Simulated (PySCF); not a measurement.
# One shape, several levels: C4H9NO (butyramide)

We compute a comparison of 5 runs (B2PLYP/6-31G*, CAM-B3LYP/6-31G*, M06-2X/6-31G*, wB97M-V/6-31G*, wB97X/6-31G*) of C4H9NO (butyramide). 

The calculation is run with PySCF 2.14.0.

1 further run of the same task is left out (set aside as unsound or not needed).

## (1) The system as given

C4H9NO has 15 atoms, charge 0, and is taken as a singlet. SMILES: `CCCC(N)=O`. The C2–H10 distance was set to 1.965 Å, away from the relaxed value. At this shape a bond of the SMILES string is far longer than usual.

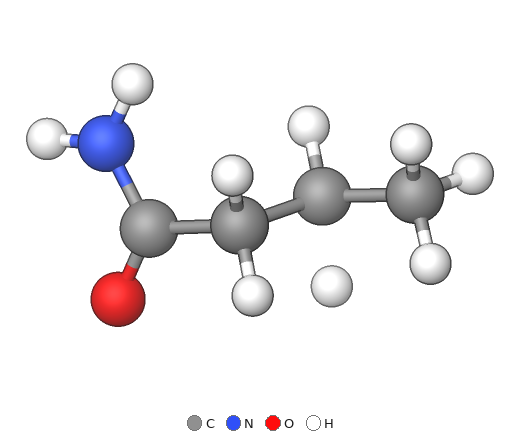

The structure, seen from a chosen angle (carbon grey, nitrogen blue, oxygen red, hydrogen white).

## (2) A single-point energy at B2PLYP/6-31G(d) (spherical functions) (run 1)

run.py

```python
from pyscf import gto, dft, mp

mol = gto.M(
    atom='''
C     -4.032919    -1.971534     0.623504
C     -1.367102    -0.913571     0.874818
C     -1.309881     1.941767     0.392901
C      1.378519     2.914012     0.600563
N      2.117100     3.434519     2.997623
O      2.781282     3.171431    -1.185418
H     -4.765982    -1.634558    -1.266185
H     -5.298979    -1.080094     1.976699
H     -4.036340    -3.996962     0.968908
H      0.873734    -2.583218    -1.569361
H     -0.641919    -1.311661     2.767247
H     -2.529075     2.912104     1.744641
H     -1.987914     2.323983    -1.514759
H      0.972682     3.176495     4.488334
H      3.903647     4.006331     3.308899
''',
    spin=0,
    unit='bohr',
    basis='6-31g*',
    max_memory=1860,
    verbose=3,
)

mf = dft.RKS(mol, xc='0.53*HF + 0.47*B88, 0.73*LYP')
mf.conv_tol = 1e-10
mf.grids.level = 5
mf.kernel()
if not mf.converged:
    mf = mf.newton().run(mf.mo_coeff, mf.mo_occ)

pt = mp.MP2(mf, frozen=6).run()
e_tot = mf.e_tot + 0.27 * pt.e_corr
print('PT2 part  %.8f' % (0.27 * pt.e_corr))
print(f'total energy: {e_tot:.8f} hartree')
```

Started as:

```
$ OMP_NUM_THREADS=1 python run.py
```

Log:

```text
converged SCF energy = -287.09385408866
E(RMP2) = -288.160415000016  E_corr = -1.06656091135584
E(SCS-RMP2) = -288.142502127265  E_corr = -1.04864803860431
PT2 part  -0.28797145
total energy: -287.38182553 hartree
```

Wall time 58 s (1 thread of Intel Xeon at 2.70GHz, shared host); peak memory 0.54 GiB.

## (3) The energy at CAM-B3LYP/6-31G(d) (spherical functions) (run 2)

mol.xyz

```xyz
15
C4H9NO
C     -2.134129    -1.043291     0.329944
C     -0.723439    -0.483441     0.462934
C     -0.693159     1.027539     0.207914
C      0.729481     1.542029     0.317804
N      1.120321     1.817469     1.586274
O      1.471791     1.678249    -0.627296
H     -2.522049    -0.864971    -0.670036
H     -2.804099    -0.571561     1.046024
H     -2.135939    -2.115101     0.512724
H      0.462360    -1.366980    -0.830470
H     -0.339689    -0.694101     1.464364
H     -1.338329     1.541019     0.923224
H     -1.051959     1.229799    -0.801576
H      0.514721     1.680929     2.375124
H      2.065721     2.120059     1.750994
```

calc.py

```python
from pyscf import gto, dft

mol = gto.M(
    atom='mol.xyz',
    charge=0,
    max_memory=1860,
    basis='6-31g*',
    spin=0,
    verbose=3,
)

calc0 = dft.RKS(mol, xc='cam-b3lyp')
calc0.conv_tol = 1e-10
calc0.grids.level = 5
calc0.kernel()
if not calc0.converged:
    calc0 = calc0.newton().run(calc0.mo_coeff, calc0.mo_occ)

energy = calc0.e_tot
print('E = %.10f Eh' % energy)
```

Started as:

```
$ OMP_NUM_THREADS=1 python calc.py
```

Log:

```text
converged SCF energy = -287.557535326177
E = -287.5575353262 Eh
```

Wall time 80 s (1 thread of Intel Xeon at 2.70GHz, shared host); peak memory 0.54 GiB.

Runs 3 to 4 aren't shown in full; the table further down has their settings and results.

## (4) The energy at wB97X/6-31G(d) (spherical functions) (run 5)

job.py

```python
from pyscf import gto, dft

mol = gto.M(
    atom='''
C       -2.134129      -1.043291       0.329944
C       -0.723439      -0.483441       0.462934
C       -0.693159       1.027539       0.207914
C        0.729481       1.542029       0.317804
N        1.120321       1.817469       1.586274
O        1.471791       1.678249      -0.627296
H       -2.522049      -0.864971      -0.670036
H       -2.804099      -0.571561       1.046024
H       -2.135939      -2.115101       0.512724
H        0.462360      -1.366980      -0.830470
H       -0.339689      -0.694101       1.464364
H       -1.338329       1.541019       0.923224
H       -1.051959       1.229799      -0.801576
H        0.514721       1.680929       2.375124
H        2.065721       2.120059       1.750994
''',
    max_memory=1860,
    charge=0,
    verbose=3,
    basis='6-31g*',
)

mf = dft.RKS(mol, xc='wb97x')
mf.conv_tol = 1e-10
mf.grids.level = 5
mf.kernel()
if not mf.converged:
    mf = mf.newton().run(mf.mo_coeff, mf.mo_occ)

e_tot = mf.e_tot
print('E(%s) = %.9f' % ('WB97X', e_tot))
```

Started as:

```
$ OMP_NUM_THREADS=1 python job.py
```

Log:

```text
converged SCF energy = -287.631317230109
E(WB97X) = -287.631317230
```

Wall time 71 s (1 thread of Intel Xeon at 2.70GHz, shared host); peak memory 0.54 GiB.

## (5) Overview of the runs

```tsv
run	level	frozen core orbitals	nlc grid	energy (Eh)	dipole moment (D)	HOMO energy (eV)	LUMO energy (eV)	wall time
1	B2PLYP/6-31G* (spherical functions)	6	–	-287.381826	4.82	-8.16	0.27	58 s
2	CAM-B3LYP/6-31G* (spherical functions)	–	–	-287.557535	4.60	-8.26	0.08	80 s
3	M06-2X/6-31G* (spherical functions)	–	–	-287.567207	4.51	-8.28	-0.20	70 s
4	wB97M-V/6-31G* (spherical functions)	–	1	-287.572885	4.53	-9.21	0.98	5.1 min
5	wB97X/6-31G* (spherical functions)	–	–	-287.631317	4.62	-9.32	1.08	71 s
```

## (6) Outcome

| quantity | value |
| --- | --- |
| run 5: total energy | -287.63132 Eh |
| run 5: dipole moment | 4.62 D |
| run 5: HOMO energy | -9.32 eV |
| run 5: LUMO energy | 1.08 eV |
| run 5: HOMO–LUMO gap | 10.40 eV |

The dipole moment (its size) runs from 4.51 D (M06-2X/6-31G*) to 4.82 D (B2PLYP/6-31G*). A double hybrid's value is that of its SCF part. The HOMO–LUMO gap runs from 8.08 eV (M06-2X/6-31G*) to 10.40 eV (wB97X/6-31G*). Totals of different functionals can't be ranked against each other. In runs 1, 2, 3, 4, 5 a closed-shell determinant meets a far-stretched bond, which it describes badly. All runs together took 9.7 min, the longest 5.1 min.
